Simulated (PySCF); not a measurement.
# The bond of AlP+, level by level

Aim: find the lowest electronic state of AlP+, scan its bond at several levels of theory, and get bond length, wavenumber and dissociation energy from each curve.

Program: PySCF 2.14.0. Level of theory: Al pcseg-1, P pcseg-1, no relativity. These are calculated values, not measurements.

## 1. Set-up

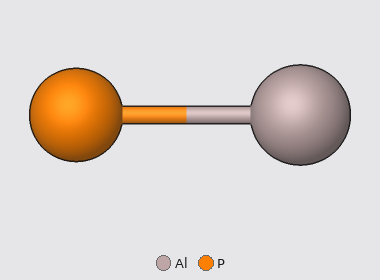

The two atoms at the starting distance (aluminium light grey, phosphorus orange).

The job is set up so:

```yaml
atoms: Al, P
charge: 1
basis: Al pcseg-1, P pcseg-1
Hamiltonian: no relativity
basis_functions: 36
electrons_treated: 27
masses_in_u: 26.9815, 30.9738
levels: PBE0, PBE, r²SCAN, r²SCAN0, BP86, B2PLYP, HF, MP2, SCS-MP2, CCSD, CCSD(T)
grid: 80 radial by 434 angular points
occupations: held fixed by the projection of orbital angular momentum
dissociation_limit: Al+ + P, each in its ground configuration
starting_distance_in_angstrom: 2.360
values_of_2S_to_try: 1, 3
```

Command:

```console
OMP_NUM_THREADS=1 python dia.py task.json out
```

The runs that follow: The PBE0 curve of the state that the search chose; Excited determinants; PBE; r²SCAN; r²SCAN0 (hybrid meta-GGA); BP86 (GGA); B2PLYP (double hybrid); ROHF (mean field); Adding correlation.

Before running it: what results should come out? Wanted: for each run, Re; ωe; De; μ.

As calculated:

Lowest PBE0 solution found, without spin–orbit coupling: ⁴Σ⁻ (quartet), unpaired electrons σ ↑, π ↑↑. State 2 has its PBE0 minimum 0.33 eV higher, as a spin-mixed determinant (⟨S²⟩ = 1.77), so this is no gap between pure states. State 3 has its PBE0 minimum 0.52 eV higher, as a spin-mixed determinant (⟨S²⟩ = 1.77), so this is no gap between pure states. The other levels ran on the lowest alone.

| level | Re (Å) | ωe (cm⁻¹) | De (eV) | μ (D) |
| --- | --- | --- | --- | --- |
| ROHF-CCSD(T) | 2.677 | 147.5 | 0.220 | n/a |
| PBE | 2.490 | 267.1 | 0.80 | -3.27 |
| BP86 | 2.492 | 264.5 | 0.77 | -3.29 |
| r²SCAN | 2.453 | 283.4 | 0.78 | -3.52 |
| PBE0 | 2.488 | 251.3 | 0.66 | -3.47 |
| r²SCAN0 | 2.469 | 259.1 | 0.66 | -3.64 |
| B2PLYP | 2.557 | 201.9 | 0.420 | -3.60 |

De is counted to Al+ + P in their ground configurations. A positive dipole points from Al to P; in an ion it is taken about the centre of mass and does not tell which atom is negative. No constants: ROHF (no minimum is bracketed among the points kept); ROHF-MP2 (the points don't follow one smooth fit); ROHF-SCS-MP2 (the points don't follow one smooth fit); ROHF-CCSD (fits of two degrees disagree).

In words: Bond lengths run from 2.453 Å (r²SCAN) to 2.677 Å (ROHF-CCSD(T)). CCSD(T) can't serve as the judge here: for a weak bond in this basis it is far from its limit. Of the levels with a De here, ROHF-CCSD(T) gives the least (0.220 eV) and PBE the most (0.80 eV).

Correlated steps freeze 10 core orbitals. B2PLYP dipoles, levels and charges come from its SCF part alone.
